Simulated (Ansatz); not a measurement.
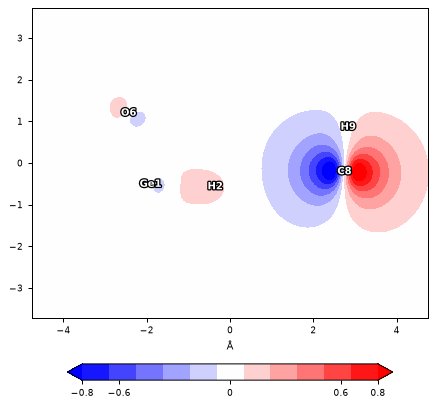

Figure 1: GeH4O2···CH3 (doublet). The HOMO (α) on the plane of atoms H2, Ge1 and O6 (values in Å⁻³ᐟ²; the overall sign is arbitrary).

Level of theory: UKS B3LYP/def2-SVP (Ansatz 0.2.0).

| atom | x (Å) | y (Å) | z (Å) |
| --- | --- | --- | --- |
| Ge | 0.0201 | -0.0247 | -0.4333 |
| H | 0.0534 | 0.1380 | 1.1058 |
| H | 1.3759 | 0.0264 | -1.1376 |
| O | -0.9161 | 1.3006 | -1.1779 |
| H | -1.8043 | 1.4068 | -0.8132 |
| O | -0.6826 | -1.6168 | -0.8373 |
| H | -1.3764 | -1.8990 | -0.2276 |
| C | 0.0100 | -0.0078 | 4.2278 |
| H | -0.6083 | -0.8927 | 4.3848 |
| H | 1.0928 | -0.1079 | 4.1431 |
| H | -0.4500 | 0.9805 | 4.1931 |

> What is the character of this orbital?

It lies mainly on C8 (about 80 %), H9 (about 5 %), H11 (about 5 %) and H10 (about 5 %). Its energy is −6.48 eV.
